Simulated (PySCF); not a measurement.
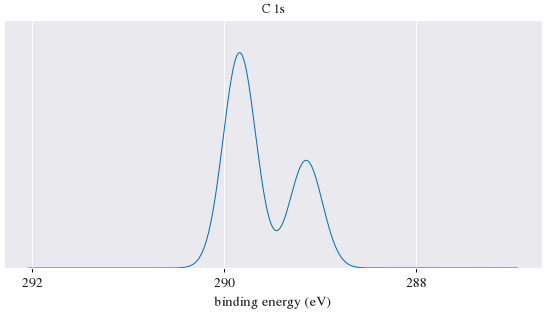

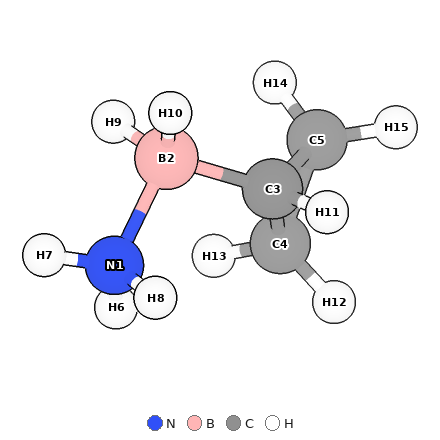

Simulated XPS of C₃H₁₀BN, SMILES [NH3+][BH2-]C1CC1. Vertical core-electron binding energies by ΔSCF (SCAN, pcX-2 on the ionised atom, pcseg-1 elsewhere, spin-free X2C; PySCF 2.14.0, at a GFN2-xTB geometry (no frequency check)), gas phase, against the vacuum level. One atom of each kind was ionised; within a panel, areas follow the number of like atoms, Gaussians of 0.4 eV full width. Only the regions named are shown.

Question: Assign the components.

Answer:
```tsv
level	atoms	binding energy (eV)
C 1s	C4, C5	289.8
C 1s	C3	289.1
```

Question: How large is the chemical shift across the C 1s region?

Answer: 0.7 eV, from C3 at 289.1 eV to C4, C5 at 289.8 eV.

Caveats: one conformer of a flexible molecule; the tight-binding geometry is rougher than a DFT one and adds to the error.
